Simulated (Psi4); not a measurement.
# SiPH3Cl (SMILES [PH][SiH2]Cl) at ROMP2/LANL2DZ (fitted SCF, core potential, Cartesian functions)

Aim: the electrostatic solvation energy at fixed shape (IEF-PCM, dimethylsulfoxide) of SiPH3Cl at ROMP2/LANL2DZ (fitted SCF, core potential, Cartesian functions), from 2 runs. 

Program for the calculation: Psi4 1.11.

## (1) The structure to begin with

The species is SiPH3Cl (6 atoms), meant as a doublet with charge 0. SMILES: `[PH][SiH2]Cl`. Geometry: relaxed at GFN2-xTB. This is one conformer, not always the lowest.

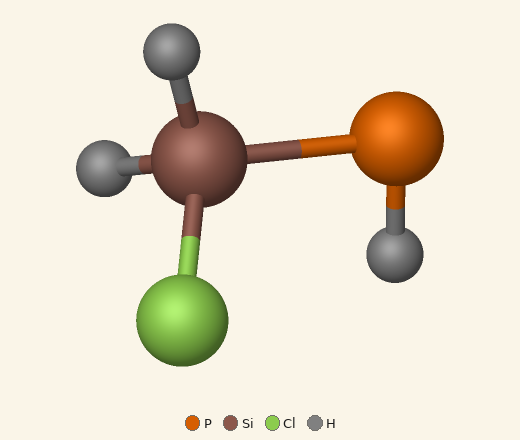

The structure, seen from a chosen angle (phosphorus orange, silicon brown, chlorine green, hydrogen grey).

## (2) A single-point energy at ROMP2/LANL2DZ (fitted SCF, core potential, Cartesian functions)

clh3psi.xyz

```xyz
6
ClH3PSi
P     -1.339730    -1.164950    -0.165130
Si     0.470670     0.053950     0.283950
Cl    -0.004750     2.023370     0.399910
H     -1.621900    -0.494180    -1.352200
H      1.500480    -0.061210    -0.748210
H      0.995240    -0.356970     1.581680
```

calc.py

```python
import psi4

psi4.set_memory(1600000000)
psi4.set_num_threads(1)
psi4.core.set_output_file('output.dat', False)

with open('clh3psi.xyz') as f:
    atoms = ''.join(f.readlines()[2:])
geom = psi4.geometry('0 2\n' + atoms + 'symmetry c1')

psi4.set_options(dict(basis='LANL2DZ', reference='rohf', num_frozen_docc=0, mp2_type='conv'))

energy_value, wavefunction = psi4.energy("mp2", molecule=geom, return_wfn=True)
print(f'mp2 energy: {energy_value:.10f} Eh')
for k, v in sorted(psi4.core.scalar_variables().items()):
    print(f'{k:45s} {v:18.10f}')
```

Command:

```sh
$ python calc.py
```

output.dat, cut to the lines that bear on the results:

```text
[...]
    !!!  WARNING: ECP capability is in beta. Please check occupations closely.  !!!
[...]
  Running in c1 symmetry.
[...]
  Nuclear repulsion =   28.853583738776951
[...]
  Multiplicity = 2
[...]
  Nalpha       = 10
  Nbeta        = 9
[...]
    Number of basis functions: 30
[...]
   @ROHF iter   1:   -26.46350214555583   -2.61413e+00   5.11341e-03 DIIS
[...]
   @ROHF iter  12:   -26.50261452551119   -5.40012e-13   2.06196e-09 DIIS
[...]
    Orbital Energies [Eh]
    ---------------------
    Doubly Occupied:
       1A     -1.109318     2A     -0.868229     3A     -0.719927
       4A     -0.565719     5A     -0.535586     6A     -0.515375
       7A     -0.471742     8A     -0.455797     9A     -0.390392
    Singly Occupied:
      10A     -0.189524
[...]
  @ROHF Final Energy:   -26.50261452551119
   => Energetics <=
    Nuclear Repulsion Energy =             28.8535837387769512
    One-Electron Energy =                 -99.0552501359708657
    Two-Electron Energy =                  43.6990518716827268
    Total Energy =                        -26.5026145255111913
[...]
 Multipole Moments:
 ------------------------------------------------------------------------------------
     Multipole            Electronic (a.u.)      Nuclear  (a.u.)        Total (a.u.)
 ------------------------------------------------------------------------------------
 L = 1.  Multiply by 2.5417464519 to convert [e a0] to [Debye]
 Dipole X            :         -2.3183308            2.7149915            0.3966607
 Dipole Y            :         -2.0441050            1.3818624           -0.6622427
 Dipole Z            :          0.8296754           -1.1377997           -0.3081243
 Magnitude           :                                                    0.8311712
[...]
	SCS-MP2 Total Energy (a.u.)        :   -26.62680810806876
	SOS-MP2 Total Energy (a.u.)        :   -26.62011032210962
	SCSN-MP2 Total Energy (a.u.)       :   -26.53473260260288
[...]
	SOS-PI-MP2 Total Energy (a.u.)     :   -26.63969295487603
[...]
	MP2 Total Energy (a.u.)            :   -26.61910411601850
[...]
```

On the terminal:

```text
mp2 energy: -26.6191041160 Eh
CURRENT CORRELATION ENERGY                         -0.1164895905
CURRENT ENERGY                                    -26.6191041160
CURRENT REFERENCE ENERGY                          -26.5026145255
DD SOLVATION ENERGY                                 0.0000000000
HF KINETIC ENERGY                                  11.4562958261
HF POTENTIAL ENERGY                               -37.9589103516
HF TOTAL ENERGY                                   -26.5026145255
HF VIRIAL RATIO                                     3.3133668096
MP2 CORRELATION ENERGY                             -0.1164895905
MP2 DOUBLES ENERGY                                 -0.1157311249
MP2 OPPOSITE-SPIN CORRELATION ENERGY               -0.0979131638
MP2 SAME-SPIN CORRELATION ENERGY                   -0.0178179611
MP2 SINGLES ENERGY                                 -0.0007584656
MP2 TOTAL ENERGY                                  -26.6191041160
NUCLEAR REPULSION ENERGY                           28.8535837388
ONE-ELECTRON ENERGY                               -99.0552501360
PCM POLARIZATION ENERGY                             0.0000000000
PE ENERGY                                           0.0000000000
SCF ITERATION ENERGY                              -26.5026145255
SCF ITERATIONS                                     12.0000000000
SCF TOTAL ENERGY                                  -26.5026145255
SCS(N)-MP2 CORRELATION ENERGY                      -0.0321180771
SCS(N)-MP2 TOTAL ENERGY                           -26.5347326026
SCS-MP2 CORRELATION ENERGY                         -0.1241935826
SCS-MP2 TOTAL ENERGY                              -26.6268081081
SCS-MP2-VDW CORRELATION ENERGY                     -0.1349962958
SCS-MP2-VDW TOTAL ENERGY                          -26.6376108214
SOS-MP2 CORRELATION ENERGY                         -0.1174957966
SOS-MP2 TOTAL ENERGY                              -26.6201103221
SOS-PI-MP2 CORRELATION ENERGY                      -0.1370784294
SOS-PI-MP2 TOTAL ENERGY                           -26.6396929549
TWO-ELECTRON ENERGY                                43.6990518717
```

Run time: 1.7 s. Hardware: 1 thread of AMD EPYC 9R45 (Zen 5), shared host; peak memory 0.15 GiB.

## (3) A single-point energy at ROMP2/LANL2DZ (fitted SCF, core potential, Cartesian functions, IEF-PCM dimethylsulfoxide)

clh3psi.xyz is that of step 2.

job.py

```python
import psi4

psi4.set_memory(1600000000)
psi4.set_num_threads(1)
psi4.set_output_file('run.log', False)

with open('clh3psi.xyz') as f:
    atoms = ''.join(f.readlines()[2:])
mol = psi4.geometry('0 2\n' + atoms + 'symmetry c1')

psi4.set_options({
    'basis': 'LANL2DZ',
    'reference': 'rohf',
    'num_frozen_docc': 0,
    'mp2_type': 'conv',
    'pcm': True,
})
psi4.pcm_helper("""
  Units = Angstrom
  Medium {
    SolverType = IEFPCM
    Solvent = DMSO
  }
  Cavity {
    Type = GePol
    RadiiSet = UFF
    Scaling = False
    Area = 0.3
    Mode = Implicit
  }
""")

e, wfn = psi4.energy("mp2", molecule=mol, return_wfn=True)
print(f'total energy {e:.8f} hartree = {e * 27.211386:.5f} eV')
for k, v in sorted(psi4.core.scalar_variables().items()):
    print(f'{k:45s} {v:18.10f}')
```

Command:

```sh
$ python job.py
```

run.log, cut to the lines that bear on the results:

```text
[...]
    !!!  WARNING: ECP capability is in beta. Please check occupations closely.  !!!
[...]
  Running in c1 symmetry.
[...]
  Nuclear repulsion =   28.853583738776951
[...]
  Multiplicity = 2
[...]
  Nalpha       = 10
  Nbeta        = 9
[...]
    Number of basis functions: 30
[...]
   @ROHF iter   1:   -26.47598633669210   -2.61581e+00   5.03857e-03 DIIS
[...]
   @ROHF iter  12:   -26.51381029633212   -9.05942e-13   2.13170e-09 DIIS
[...]
    Orbital Energies [Eh]
    ---------------------
    Doubly Occupied:
       1A     -1.104792     2A     -0.846348     3A     -0.701912
       4A     -0.548396     5A     -0.530665     6A     -0.504254
       7A     -0.463124     8A     -0.447436     9A     -0.379956
    Singly Occupied:
      10A     -0.169473
[...]
  @ROHF Final Energy:   -26.51381029633212
   => Energetics <=
    Nuclear Repulsion Energy =             28.8535837387769512
    One-Electron Energy =                 -99.0270323070744212
    Two-Electron Energy =                  43.6723562131952292
    PCM Polarization Energy =              -0.0127179412298832
    Total Energy =                        -26.5138102963321280
[...]
 Multipole Moments:
 ------------------------------------------------------------------------------------
     Multipole            Electronic (a.u.)      Nuclear  (a.u.)        Total (a.u.)
 ------------------------------------------------------------------------------------
 L = 1.  Multiply by 2.5417464519 to convert [e a0] to [Debye]
 Dipole X            :         -2.1680324            2.7149915            0.5469591
 Dipole Y            :         -2.1622237            1.3818624           -0.7803613
 Dipole Z            :          0.7604749           -1.1377997           -0.3773247
 Magnitude           :                                                    1.0249400
[...]
	SCS-MP2 Total Energy (a.u.)        :   -26.63646012972886
	SOS-MP2 Total Energy (a.u.)        :   -26.62989512736611
	SCSN-MP2 Total Energy (a.u.)       :   -26.54515331134753
[...]
	SOS-PI-MP2 Total Energy (a.u.)     :   -26.64924259920511
[...]
	MP2 Total Energy (a.u.)            :   -26.62869116847522
[...]
```

Standard output:

```text
total energy -26.62869117 hartree = -724.60359 eV
CURRENT CORRELATION ENERGY                         -0.1148808721
CURRENT ENERGY                                    -26.6286911685
CURRENT REFERENCE ENERGY                          -26.5138102963
DD SOLVATION ENERGY                                 0.0000000000
HF KINETIC ENERGY                                  11.4540640410
HF POTENTIAL ENERGY                               -37.9678743374
HF TOTAL ENERGY                                   -26.5010923551
MP2 CORRELATION ENERGY                             -0.1148808721
MP2 DOUBLES ENERGY                                 -0.1141051251
MP2 OPPOSITE-SPIN CORRELATION ENERGY               -0.0967373592
MP2 SAME-SPIN CORRELATION ENERGY                   -0.0173677659
MP2 SINGLES ENERGY                                 -0.0007757471
MP2 TOTAL ENERGY                                  -26.6286911685
NUCLEAR REPULSION ENERGY                           28.8535837388
ONE-ELECTRON ENERGY                               -99.0270323071
PCM POLARIZATION ENERGY                            -0.0127179412
PE ENERGY                                           0.0000000000
SCF ITERATION ENERGY                              -26.5138102963
SCF ITERATIONS                                     12.0000000000
SCF TOTAL ENERGY                                  -26.5138102963
SCS(N)-MP2 CORRELATION ENERGY                      -0.0313430150
SCS(N)-MP2 TOTAL ENERGY                           -26.5451533113
SCS-MP2 CORRELATION ENERGY                         -0.1226498334
SCS-MP2 TOTAL ENERGY                              -26.6364601297
SCS-MP2-VDW CORRELATION ENERGY                     -0.1332834498
SCS-MP2-VDW TOTAL ENERGY                          -26.6470937461
SOS-MP2 CORRELATION ENERGY                         -0.1160848310
SOS-MP2 TOTAL ENERGY                              -26.6298951274
SOS-PI-MP2 CORRELATION ENERGY                      -0.1354323029
SOS-PI-MP2 TOTAL ENERGY                           -26.6492425992
TWO-ELECTRON ENERGY                                43.6723562132
```

It took 2.5 s on 1 thread of AMD EPYC 9R45 (Zen 5), shared host; peak memory 0.19 GiB.

## (4) Results

Level: ROMP2/LANL2DZ (fitted SCF, core potential, Cartesian functions).

| quantity | value |
| --- | --- |
| gas phase: total energy | -26.61910 Eh |
| gas phase: correlation energy | -116.5 mEh |
| IEF-PCM, dimethylsulfoxide: total energy | -26.62869 Eh |
| IEF-PCM, dimethylsulfoxide: correlation energy | -114.9 mEh |
| IEF-PCM, dimethylsulfoxide: solvent term in the energy | -33.4 kJ/mol |
| energy change from gas to solvent at fixed shape | -0.261 eV |

**Reading.** The solvent model (IEF-PCM, dimethylsulfoxide) lowers the energy by 0.26 eV (−25.2 kJ/mol) at the same shape. It holds the electrostatic part alone, without cavity or dispersion terms.
